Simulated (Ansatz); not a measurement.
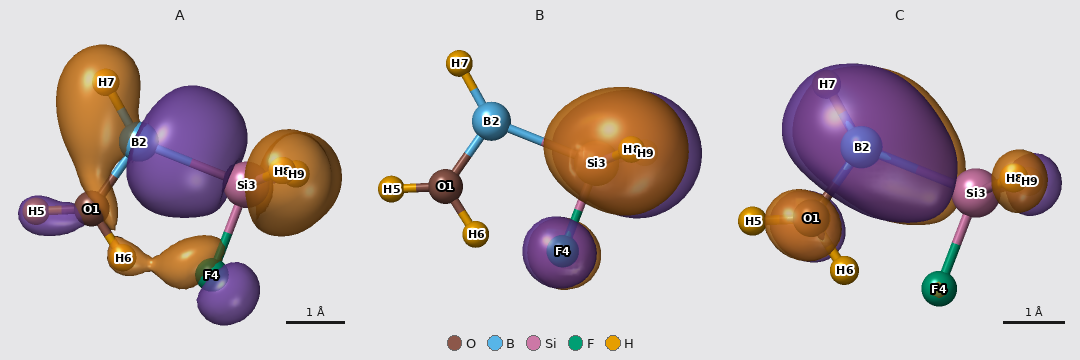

Figure 1: BFH5OSi (SMILES [OH2+]B[SiH2]F) (charge +1). Three frontier orbitals at ±0.1 Å⁻³ᐟ² (orange and purple are the two phases), in no order.

Theory: RKS B3LYP-D4/def2-SVP in Ansatz.

Input file:

```
crystal:
  periodic: [false, false, false]
  atoms:
    - { symbol: O, position_ang: [-0.42341, 1.35014, -0.36332] }
    - { symbol: B, position_ang: [0.70309, 0.57588, -0.20337] }
    - { symbol: Si, position_ang: [0.22192, -1.2973, 0.36275] }
    - { symbol: F, position_ang: [-1.38795, -0.94235, 0.3547] }
    - { symbol: H, position_ang: [-0.44225, 2.28371, -0.64004] }
    - { symbol: H, position_ang: [-1.29925, 0.93399, -0.1936] }
    - { symbol: H, position_ang: [1.72273, 1.10411, -0.41518] }
    - { symbol: H, position_ang: [0.52396, -1.66906, 1.7311] }
    - { symbol: H, position_ang: [0.38116, -2.33911, -0.63305] }
total_charge: 1
basis:
  gaussian: { orbitals: def2-SVP }
hamiltonian:
  xc: b3lyp
  dispersion: d4
relax:
  f_tol: 0.015
  max_steps: 40
output:
  orbitals: {}
```

Command:

```sh
ansatz run input.yaml --threads 1 --pin off --max-ram 2048MiB --backend cpu --events-out ev --progress --plain --runs-dir out
```

The fields are those of the run's last geometry, not of the input's.

### Which picture is the HOMO−1, the HOMO and the LUMO?

B is the HOMO−1 (−14.56 eV). It lies mainly on Si3 (about 35 %), H8 (about 25 %), H9 (about 25 %) and F4 (about 15 %). A is the HOMO (−14.09 eV). Its weight (Hirshfeld) is mainly on B2 (about 35 %), Si3 (about 30 %), F4 (about 10 %), H7 (about 5 %), H8 (about 5 %) and H9 (about 5 %). C is the LUMO (−7.60 eV). By Hirshfeld shares it lies mainly on B2 (about 60 %), O1 (about 10 %) and H7 (about 5 %).

### What is the HOMO–LUMO gap?

6.49 eV between the orbital energies.
